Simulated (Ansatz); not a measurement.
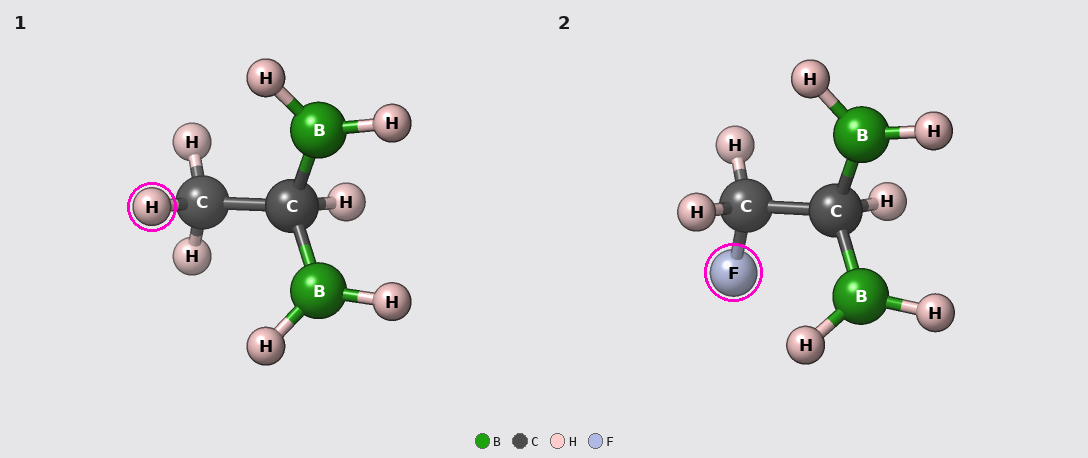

2 molecules with one skeleton, seen from the same side and at one scale; the atom that differs is circled. Each species is neutral and a spin singlet. Computed geometries: PBE0-D4/def2-TZVP optimisations, one conformation each. Properties computed with Ansatz 0.2.0.

One atom differs, called X below: H in panel 1, F in panel 2. Their formulas are C2H8B2 (`BC(B)C`), C2H7B2F (`BC(B)CF`).

In which is the HOMO energy (Kohn–Sham orbital) higher (CAM-B3LYP-D4/def2-TZVPP)?

Answer. In panel 1 (X = H).

In which is the dipole moment larger (PBE0-D4/def2-TZVP)?

Answer. In panel 2 (X = F).

Give the values. With PBE0-D4/def2-TZVP: length of X–C (Å), mean angle H–C–X (°), dipole moment (D), harmonic zero-point energy (kJ/mol). With CAM-B3LYP-D4/def2-TZVPP: HOMO energy (Kohn–Sham orbital) (eV), HOMO–LUMO gap (eV).

```csv
quantity,1 (H),2 (F),2 − 1
length of X–C (Å),1.092,1.388,+0.296
mean angle H–C–X (°),107.3,107.2,−0.1
dipole moment (D),0.83,1.54,+0.71
harmonic zero-point energy (kJ/mol),249.9,233.2,−16.7
HOMO energy (Kohn–Sham orbital) (eV),−10.05,−10.51,−0.46
HOMO–LUMO gap (eV),9.32,9.49,+0.17
```
